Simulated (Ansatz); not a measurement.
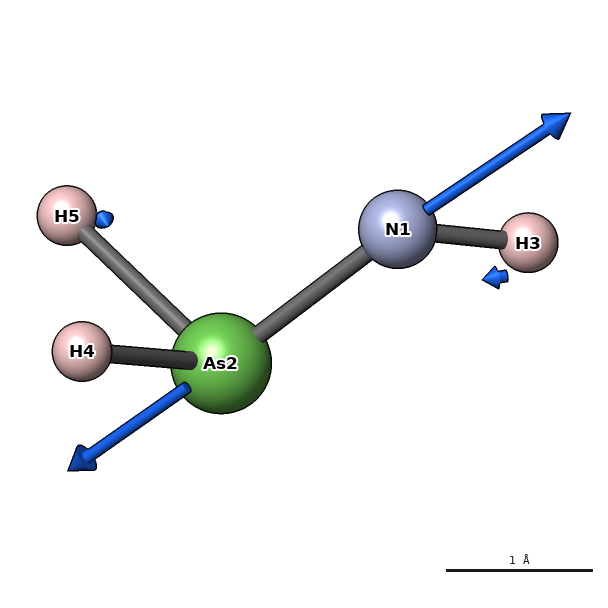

Arrows show the forces on the atoms, 0.2 Å of arrow for 1 eV/Å; forces under a tenth of the largest aren't drawn. State: charge −1, singlet. Level of theory: r2SCAN-D4/def2-TZVPPD (Ansatz 0.2.0).

On which atom is the force largest, and how large is it?

On N1: 6.30 eV/Å.

Along which bond is the force strongest?

N1–As2, now 1.632 Å: the forces push its atoms apart, so a first step downhill lengthens it.

List the force components in the frame of the picture (x right, y up, z towards the viewer), in eV/Å.

| atom | Fx | Fy | Fz |
| --- | --- | --- | --- |
| N1 | 4.99 | 3.36 | 1.86 |
| As2 | −4.14 | −2.90 | −2.44 |
| H3 | −0.88 | −0.15 | 0.23 |
| H4 | −0.23 | 0.08 | −0.16 |
| H5 | 0.25 | −0.39 | 0.51 |
